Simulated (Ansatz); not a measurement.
```yaml
atoms:
  - { symbol: C, position_ang: [0.5259, 1.7453, 1.9352] }
  - { symbol: C, position_ang: [0.6938, 0.3479, 1.3580] }
  - { symbol: C, position_ang: [1.0809, 0.3813, -0.1126] }
  - { symbol: F, position_ang: [4.9899, 0.4362, 2.4636] }
  - { symbol: O, position_ang: [1.6068, -0.4043, 2.1065] }
  - { symbol: Zn, position_ang: [3.3042, 0.0878, 2.2390] }
  - { symbol: H, position_ang: [0.2699, 1.6878, 3.0034] }
  - { symbol: H, position_ang: [1.4714, 2.3131, 1.8394] }
  - { symbol: H, position_ang: [-0.2573, 2.3211, 1.4179] }
  - { symbol: H, position_ang: [-0.2796, -0.1754, 1.4429] }
  - { symbol: H, position_ang: [2.0359, 0.9260, -0.2428] }
  - { symbol: H, position_ang: [0.3258, 0.8884, -0.7334] }
  - { symbol: H, position_ang: [1.2174, -0.6415, -0.4936] }
```

Geometry: PBE0-D4/def2-SVP.

Level of theory: isolated molecule in a Gaussian basis; Kohn-Sham density functional theory, functional PBE0 in Ansatz 0.2.0.

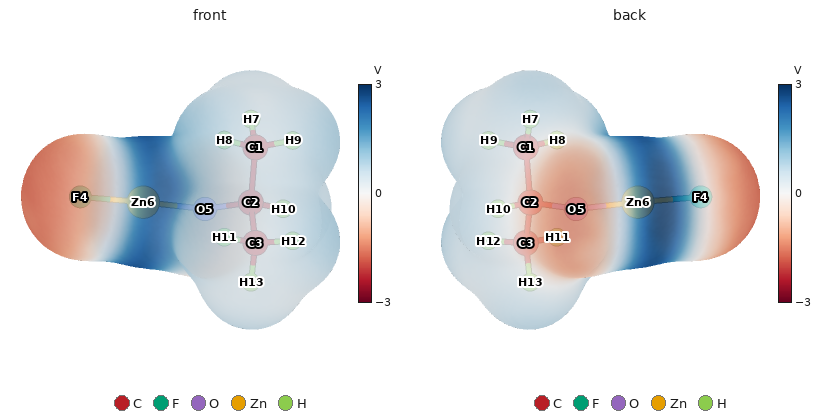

C3H7FOZn. The molecular electrostatic potential painted on the density surface at 0.002 e/bohr³, seen from the front and from behind; red is negative and blue positive.

Where is the surface potential most negative and most positive?

Answer. The most negative region (about −1.6 V, or −37 kcal/mol for a unit charge) lies over F4, the most positive (about +2.9 V, or +67 kcal/mol for a unit charge) over Zn6.

How polar is the molecule by this calculation?

Answer. Its dipole moment is 2.39 D.
